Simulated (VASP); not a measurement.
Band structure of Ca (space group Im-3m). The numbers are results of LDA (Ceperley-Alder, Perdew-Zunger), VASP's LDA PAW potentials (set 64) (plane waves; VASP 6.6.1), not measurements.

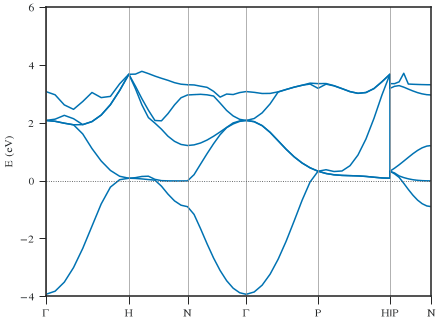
Figure. Bands along high-symmetry lines, zero at the valence-band maximum or, without a gap, the Fermi level

Problem. Read the plot: is there a gap, and where are the band edges?

Solution. It has no gap at this level: it comes out as a metal or semimetal.

The structure comes from a measured Ca entry of the Crystallography Open Database, whose conditions weren't checked. The cell was not relaxed at this level.
